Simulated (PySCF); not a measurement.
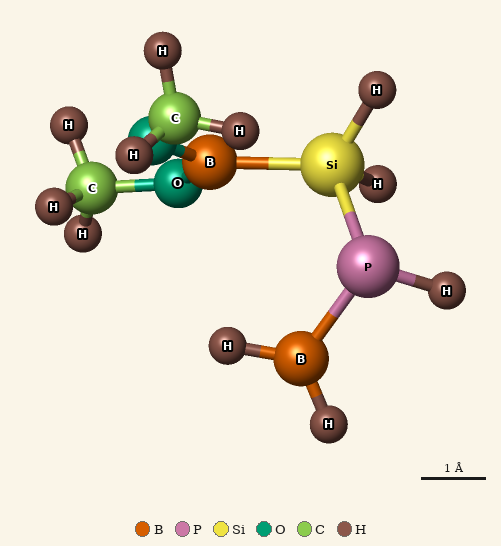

Figure 1. The starting structure (ball-and-stick view, seen at a tilt).

**Geometry relaxation of C2H11B2O2PSi**

System: C2H11B2O2PSi, SMILES BP[SiH2]B(OC)OC.
Method: PBE0-D3(BJ)/def2-SVP geometry optimisation, gas phase (PySCF 2.14.0).

It belongs to a series of runs on one base structure; here: H on Si replaced by B(OMe)2.

Output:
```
step   0  E = -912.90451974  max force = 0.034076
step   1  E = -912.91406419  max force = 0.010616
step   2  E = -912.91462799  max force = 0.002282
step   3  E = -912.91488894  max force = 0.002517
step   4  E = -912.91497308  max force = 0.001546
step   5  E = -912.91504382  max force = 0.001018
step   6  E = -912.91509864  max force = 0.000771
step   7  E = -912.91512924  max force = 0.000471
step   8  E = -912.91514118  max force = 0.000359
optimisation converged
```

Trajectory as extended XYZ (Å, eV, eV/Å), 9 frames, from step=0 to step=8:
```
19
Properties=species:S:1:pos:R:3:forces:R:3 step=0 energy=-24841.39729
B     2.7545   -0.5210    0.4346   -1.3790   1.1735   0.1116
P     2.3872    1.2673    0.1144   -0.7326  -0.4442   0.7575
Si    0.5218    1.2568   -1.1816    1.2636   1.2559   0.0439
B    -0.7336   -0.0058   -0.4078   -1.6093  -1.2639   0.6575
O    -1.3701    0.0558    0.7957    0.3551   0.5198   0.0442
C    -1.1646    1.0895    1.7429   -0.5059  -0.8929  -0.0537
O    -1.0210   -1.0739   -1.1922    0.3971   0.0573  -0.3066
C    -1.8717   -2.1279   -0.8233   -0.3363   0.3562   0.2984
H     1.8853   -1.1225    0.9587   -0.5084  -0.5388   0.2395
H     3.7880   -0.9638    0.2630    1.7522  -0.7774  -0.2252
H     3.3658    1.6368   -0.7669    0.9073   0.4893  -0.8684
H     0.9586    0.9748   -2.5514    0.0224  -0.3099  -0.5164
H     0.1693    2.7064   -1.1931   -0.3229   0.0838   0.0504
H    -0.3238    1.7196    1.4859    0.6185   0.3929  -0.1275
H    -0.9829    0.6140    2.7191    0.0337   0.1563   0.0132
H    -2.0618    1.7156    1.8134   -0.1580   0.0507   0.0187
H    -2.9141   -1.8777   -1.0938    0.0865  -0.0967  -0.0208
H    -1.8483   -2.3060    0.2627    0.0446  -0.0579  -0.0042
H    -1.5694   -3.0308   -1.3595    0.0712  -0.1539  -0.1123
19
Properties=species:S:1:pos:R:3:forces:R:3 step=1 energy=-24841.65700
B     2.6976   -0.4788    0.3466    0.2780  -0.1759  -0.0487
P     2.3736    1.3081   -0.0015    0.2000   0.1703  -0.2492
Si    0.4784    1.3136   -1.2357   -0.2720  -0.1470   0.0061
B    -0.8050   -0.0559   -0.3942    0.5459   0.2308  -0.0303
O    -1.3140    0.0631    0.8518   -0.1973  -0.1243   0.0547
C    -1.1146    1.1618    1.6945    0.0846   0.2001   0.0142
O    -1.0223   -1.1725   -1.1175   -0.1401  -0.0314  -0.0225
C    -1.8041   -2.2391   -0.6278   -0.0001  -0.0597  -0.1266
H     1.8025   -1.1302    0.8288   -0.0250  -0.0252  -0.0197
H     3.8109   -0.9572    0.2168   -0.2466   0.1186   0.0863
H     3.3921    1.7190   -0.9251   -0.2028  -0.0729   0.2029
H     0.8087    0.9428   -2.6456    0.0055   0.0429  -0.0029
H    -0.0708    2.7108   -1.2341    0.0772  -0.0115  -0.0139
H    -0.2589    1.7922    1.3807   -0.1051  -0.1012   0.0099
H    -0.9101    0.8047    2.7136   -0.0017  -0.0407   0.0242
H    -2.0188    1.7915    1.7234    0.0080  -0.0163  -0.0052
H    -2.8706   -2.0658   -0.8415   -0.0223   0.0110  -0.0046
H    -1.6855   -2.3674    0.4562    0.0261  -0.0109   0.0814
H    -1.4913   -3.1582   -1.1464   -0.0122   0.0433   0.0439
19
Properties=species:S:1:pos:R:3:forces:R:3 step=2 energy=-24841.67234
B     2.7307   -0.4604    0.3392    0.0650   0.0004   0.0096
P     2.3978    1.3203   -0.0504    0.0221  -0.0295  -0.0646
Si    0.4939    1.2954   -1.2695   -0.0949  -0.0253   0.1174
B    -0.7649   -0.0510   -0.3791    0.0520   0.0010  -0.0033
O    -1.3142    0.0452    0.8552   -0.0085   0.0697   0.0033
C    -1.1477    1.1301    1.7247    0.0778   0.0638   0.0257
O    -1.0162   -1.1564   -1.1113   -0.0042  -0.1062  -0.1026
C    -1.8181   -2.2090   -0.6226    0.0094   0.0038  -0.0043
H     1.8274   -1.1135    0.8060   -0.0119  -0.0104  -0.0227
H     3.8459   -0.9216    0.2660   -0.0499   0.0287   0.0262
H     3.4110    1.7193   -0.9657   -0.0224   0.0075   0.0462
H     0.8106    0.9051   -2.6768   -0.0256   0.0019   0.0041
H    -0.0382    2.6967   -1.2876    0.0127   0.0071  -0.0149
H    -0.2873    1.7639    1.4469   -0.0063  -0.0084  -0.0134
H    -0.9743    0.7506    2.7426   -0.0105   0.0003   0.0021
H    -2.0551    1.7551    1.7357   -0.0043  -0.0106  -0.0021
H    -2.8832   -2.0080   -0.8220    0.0029   0.0087   0.0081
H    -1.6876   -2.3488    0.4611   -0.0082  -0.0045  -0.0106
H    -1.5328   -3.1304   -1.1492    0.0046   0.0018  -0.0044
19
Properties=species:S:1:pos:R:3:forces:R:3 step=3 energy=-24841.67945
B     2.7242   -0.4447    0.3606   -0.0762   0.0818   0.0239
P     2.3594    1.3314   -0.0261   -0.0516  -0.1294   0.0148
Si    0.4675    1.2848   -1.2627    0.0528   0.0136  -0.0094
B    -0.7632   -0.0798   -0.3847   -0.0954   0.0017  -0.0041
O    -1.2988    0.0426    0.8547   -0.0040  -0.0728  -0.0437
C    -1.0894    1.1384    1.7038   -0.0047  -0.0222   0.0242
O    -1.0338   -1.1802   -1.1231    0.0351   0.0213   0.0523
C    -1.8420   -2.2284   -0.6361   -0.0054   0.0386   0.0442
H     1.8178   -1.1295    0.7747    0.0017   0.0032  -0.0136
H     3.8496   -0.8702    0.3420    0.0742  -0.0210   0.0002
H     3.3809    1.7650   -0.9054    0.0752   0.0530  -0.0384
H     0.7908    0.9139   -2.6732   -0.0013   0.0000  -0.0099
H    -0.0747    2.6813   -1.2718   -0.0235   0.0105  -0.0053
H    -0.2166    1.7394    1.4001    0.0285   0.0331   0.0132
H    -0.9138    0.7708    2.7261   -0.0011   0.0120  -0.0164
H    -1.9790    1.7879    1.7144   -0.0074  -0.0025   0.0016
H    -2.9070   -2.0112   -0.8201    0.0088  -0.0031   0.0074
H    -1.7005   -2.3818    0.4453   -0.0109   0.0001  -0.0267
H    -1.5738   -3.1470   -1.1750    0.0050  -0.0178  -0.0144
19
Properties=species:S:1:pos:R:3:forces:R:3 step=4 energy=-24841.68174
B     2.7338   -0.4359    0.3642   -0.0270   0.0349   0.0097
P     2.3595    1.3335   -0.0330   -0.0204  -0.0795  -0.0302
Si    0.4679    1.2813   -1.2710    0.0336   0.0264   0.0036
B    -0.7667   -0.0796   -0.3886   -0.0346  -0.0068   0.0090
O    -1.3009    0.0381    0.8513    0.0146  -0.0063  -0.0057
C    -1.0898    1.1295    1.7068   -0.0161  -0.0051   0.0036
O    -1.0338   -1.1826   -1.1227    0.0145   0.0068   0.0144
C    -1.8478   -2.2251   -0.6336   -0.0042   0.0057   0.0040
H     1.8282   -1.1282    0.7669    0.0007   0.0034  -0.0037
H     3.8649   -0.8525    0.3588    0.0283  -0.0019   0.0051
H     3.3877    1.7772   -0.9045    0.0147   0.0298   0.0024
H     0.7899    0.9071   -2.6813   -0.0017  -0.0026  -0.0018
H    -0.0787    2.6770   -1.2853   -0.0092  -0.0006  -0.0027
H    -0.2164    1.7345    1.4096    0.0058   0.0011  -0.0023
H    -0.9156    0.7564    2.7268    0.0018  -0.0009  -0.0026
H    -1.9801    1.7782    1.7212   -0.0011   0.0008   0.0017
H    -2.9108   -2.0048   -0.8233   -0.0003  -0.0024   0.0022
H    -1.7130   -2.3741    0.4484    0.0021   0.0000  -0.0034
H    -1.5806   -3.1476   -1.1675   -0.0015  -0.0027  -0.0032
19
Properties=species:S:1:pos:R:3:forces:R:3 step=5 energy=-24841.68366
B     2.7536   -0.4199    0.3716    0.0158   0.0004   0.0129
P     2.3541    1.3366   -0.0428    0.0028  -0.0367  -0.0524
Si    0.4646    1.2732   -1.2816    0.0176   0.0324   0.0059
B    -0.7691   -0.0862   -0.3921   -0.0003  -0.0111   0.0143
O    -1.2994    0.0293    0.8494    0.0161   0.0315   0.0117
C    -1.0858    1.1187    1.7077   -0.0091  -0.0029  -0.0107
O    -1.0389   -1.1896   -1.1237    0.0011  -0.0032  -0.0111
C    -1.8614   -2.2247   -0.6335   -0.0030  -0.0133  -0.0151
H     1.8530   -1.1289    0.7553   -0.0007   0.0020   0.0019
H     3.8952   -0.8113    0.3986   -0.0112   0.0104  -0.0009
H     3.3887    1.8078   -0.8951   -0.0272   0.0117   0.0245
H     0.7839    0.8976   -2.6924   -0.0007  -0.0065   0.0046
H    -0.0904    2.6662   -1.2996    0.0012  -0.0055   0.0000
H    -0.2132    1.7254    1.4098   -0.0093  -0.0092  -0.0034
H    -0.9076    0.7421    2.7254    0.0025  -0.0034   0.0066
H    -1.9768    1.7664    1.7278    0.0022  -0.0008  -0.0012
H    -2.9227   -1.9952   -0.8210   -0.0027   0.0000  -0.0005
H    -1.7266   -2.3751    0.4479    0.0080  -0.0026   0.0098
H    -1.6035   -3.1498   -1.1683   -0.0029   0.0069   0.0030
19
Properties=species:S:1:pos:R:3:forces:R:3 step=6 energy=-24841.68515
B     2.7778   -0.4000    0.3824    0.0370  -0.0174   0.0094
P     2.3445    1.3395   -0.0547    0.0092  -0.0068  -0.0397
Si    0.4586    1.2633   -1.2930   -0.0033   0.0246   0.0048
B    -0.7707   -0.0962   -0.3949    0.0128  -0.0056   0.0089
O    -1.2951    0.0192    0.8488    0.0145   0.0351   0.0142
C    -1.0810    1.1087    1.7070   -0.0058  -0.0042  -0.0144
O    -1.0467   -1.1984   -1.1259   -0.0011  -0.0073  -0.0151
C    -1.8748   -2.2285   -0.6344   -0.0031  -0.0145  -0.0183
H     1.8869   -1.1308    0.7470   -0.0026   0.0056   0.0061
H     3.9297   -0.7575    0.4439   -0.0272   0.0128  -0.0062
H     3.3807    1.8482   -0.8830   -0.0351   0.0000   0.0249
H     0.7749    0.8860   -2.7040    0.0007  -0.0080   0.0064
H    -0.1056    2.6527   -1.3134    0.0072  -0.0046   0.0008
H    -0.2125    1.7192    1.4051   -0.0114  -0.0109  -0.0047
H    -0.8956    0.7318    2.7234    0.0014  -0.0036   0.0068
H    -1.9748    1.7524    1.7326    0.0020   0.0006  -0.0005
H    -2.9357   -1.9871   -0.8098   -0.0022   0.0004   0.0010
H    -1.7311   -2.3876    0.4445    0.0085  -0.0032   0.0109
H    -1.6318   -3.1523   -1.1782   -0.0016   0.0071   0.0046
19
Properties=species:S:1:pos:R:3:forces:R:3 step=7 energy=-24841.68599
B     2.7963   -0.3823    0.3915    0.0242  -0.0110   0.0088
P     2.3340    1.3424   -0.0643    0.0107   0.0076  -0.0131
Si    0.4512    1.2569   -1.3014   -0.0184   0.0081   0.0020
B    -0.7722   -0.1048   -0.3975    0.0112   0.0038  -0.0016
O    -1.2911    0.0106    0.8484    0.0028   0.0144   0.0072
C    -1.0791    1.1015    1.7048    0.0014  -0.0019  -0.0076
O    -1.0529   -1.2057   -1.1289    0.0031  -0.0093  -0.0094
C    -1.8799   -2.2355   -0.6348   -0.0024  -0.0066  -0.0095
H     1.9136   -1.1264    0.7487   -0.0001   0.0007   0.0047
H     3.9544   -0.7132    0.4750   -0.0216   0.0070  -0.0080
H     3.3667    1.8833   -0.8740   -0.0190  -0.0008   0.0103
H     0.7663    0.8772   -2.7119    0.0012  -0.0055   0.0039
H    -0.1189    2.6437   -1.3229    0.0082  -0.0013  -0.0002
H    -0.2164    1.7168    1.3969   -0.0068  -0.0044  -0.0015
H    -0.8850    0.7262    2.7203    0.0000  -0.0009   0.0034
H    -1.9767    1.7395    1.7353    0.0002  -0.0003  -0.0003
H    -2.9420   -1.9864   -0.7911   -0.0002   0.0002   0.0033
H    -1.7198   -2.4060    0.4403    0.0050  -0.0032   0.0054
H    -1.6508   -3.1552   -1.1911    0.0004   0.0032   0.0023
19
Properties=species:S:1:pos:R:3:forces:R:3 step=8 energy=-24841.68631
B     2.8044   -0.3691    0.3977    0.0081  -0.0029  -0.0043
P     2.3251    1.3468   -0.0696   -0.0006   0.0096   0.0117
Si    0.4440    1.2553   -1.3060   -0.0184  -0.0045   0.0006
B    -0.7736   -0.1096   -0.3995    0.0016   0.0079  -0.0073
O    -1.2892    0.0049    0.8477   -0.0046  -0.0056   0.0002
C    -1.0814    1.0976    1.7024    0.0033   0.0014   0.0003
O    -1.0546   -1.2104   -1.1314    0.0090  -0.0073   0.0007
C    -1.8751   -2.2439   -0.6338   -0.0017   0.0017  -0.0007
H     1.9289   -1.1210    0.7562   -0.0007   0.0040   0.0018
H     3.9654   -0.6851    0.4860   -0.0033   0.0013  -0.0013
H     3.3529    1.9068   -0.8705    0.0008  -0.0026  -0.0028
H     0.7599    0.8727   -2.7155    0.0007  -0.0013   0.0002
H    -0.1281    2.6409   -1.3287    0.0042   0.0016  -0.0018
H    -0.2244    1.7183    1.3901   -0.0008   0.0009   0.0000
H    -0.8804    0.7246    2.7175   -0.0007   0.0004  -0.0006
H    -1.9831    1.7295    1.7359   -0.0013  -0.0010   0.0001
H    -2.9394   -1.9926   -0.7707    0.0013  -0.0006   0.0043
H    -1.6979   -2.4243    0.4372    0.0018  -0.0024  -0.0003
H    -1.6554   -3.1586   -1.2017    0.0012  -0.0006  -0.0007
```

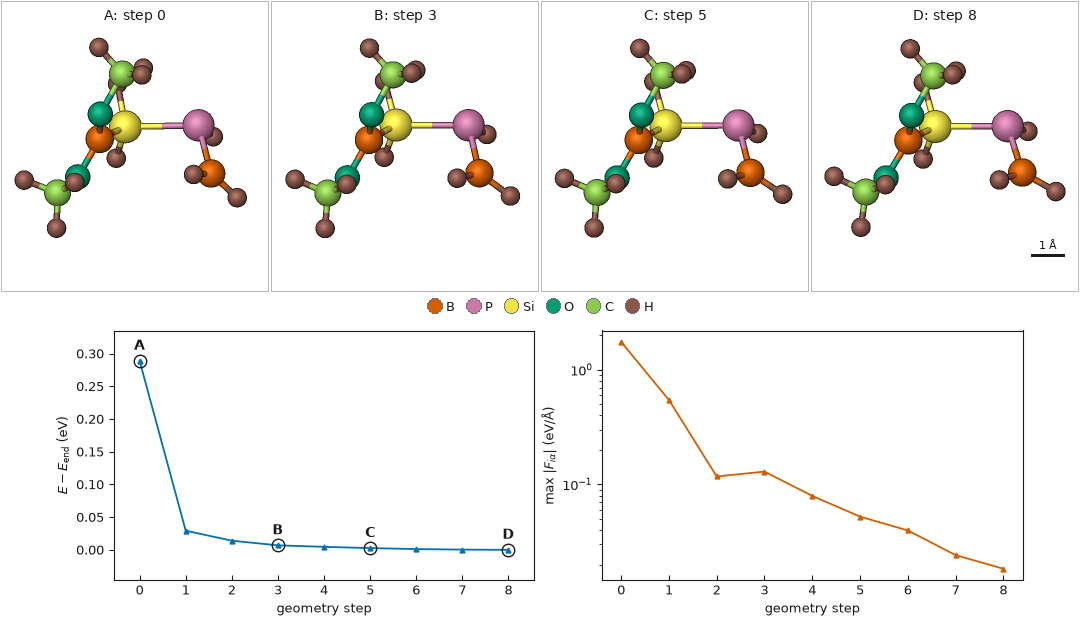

Figure 2. Frames of the relaxation (ball-and-stick view, seen at a tilt) above the curves, on which the letters mark them (steps are counted from 0).

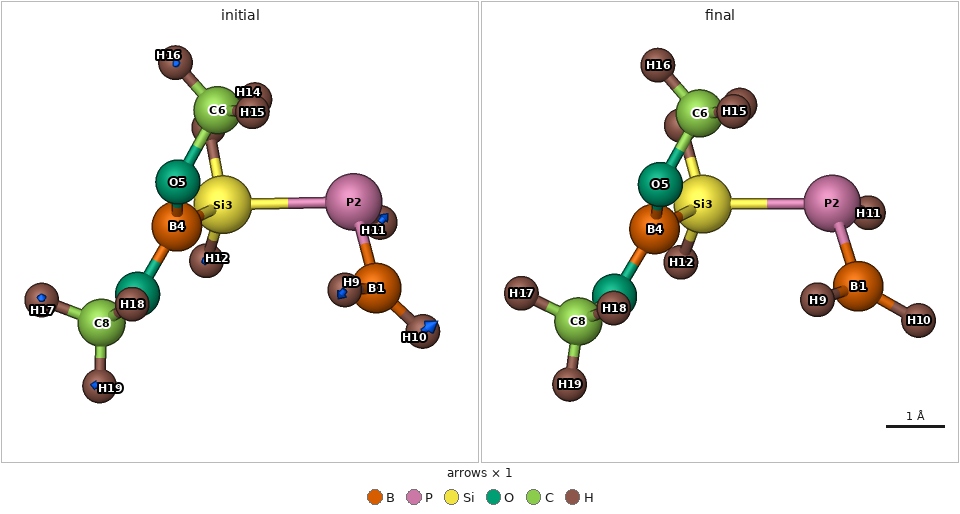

Figure 3. Before (left) and after (right) the relaxation, at one scale (ball-and-stick view, seen at a tilt). The blue arrows give the displacements, at true length. The energy falls by 0.289 eV in 8 geometry steps. The largest force component goes from 1.8 to 0.018 eV/Å. The largest move after the best rigid fit is that of H10, 0.37 Å. Largest moves by element: H 0.37 Å, C 0.07 Å, Si 0.06 Å, B 0.06 Å, O 0.06 Å, P 0.04 Å. Distances before and after: Si3–B4 1.941 → 2.041 Å, B1–H10 1.137 → 1.206 Å, P2–H11 1.368 → 1.418 Å, Si3–H12 1.465 → 1.494 Å. Among the angles that change: P2–Si3–H13 101.2° → 106.8°, B1–P2–H11 103.3° → 108.8°, B4–Si3–H13 118.8° → 113.4°. (Atoms are counted from 1 in the order of the input.)

This output came from the following input.

Input:
```
{"job": {"xc": "PBE0", "basis": "def2-SVP", "d3": "d3bj", "grid": 1, "shake": 0.01, "kind": "geom"}, "charge": 0, "multiplicity": 1}
B      2.754540    -0.520970     0.434600
P      2.387200     1.267280     0.114420
Si     0.521810     1.256750    -1.181630
B     -0.733580    -0.005810    -0.407800
O     -1.370090     0.055750     0.795700
C     -1.164590     1.089500     1.742850
O     -1.020950    -1.073870    -1.192150
C     -1.871690    -2.127900    -0.823340
H      1.885270    -1.122530     0.958720
H      3.788020    -0.963800     0.262960
H      3.365780     1.636830    -0.766940
H      0.958600     0.974790    -2.551370
H      0.169320     2.706420    -1.193110
H     -0.323840     1.719600     1.485940
H     -0.982920     0.614030     2.719130
H     -2.061810     1.715590     1.813430
H     -2.914110    -1.877730    -1.093850
H     -1.848270    -2.306040     0.262660
H     -1.569420    -3.030820    -1.359460
```

The first line tells a small driver script what to run in PySCF; the rest is the geometry in Å.

Run as:
```bash
OMP_NUM_THREADS=1 python <driver script> task.json out
```

Results in brief:

```tsv
quantity	value
outcome	converged
total energy	−912.915141 hartree
dipole moment	1.78 D
point group	C1
hardware	1 CPU thread, shared host
wall time	4.1 min
peak memory	0.74 GiB
```
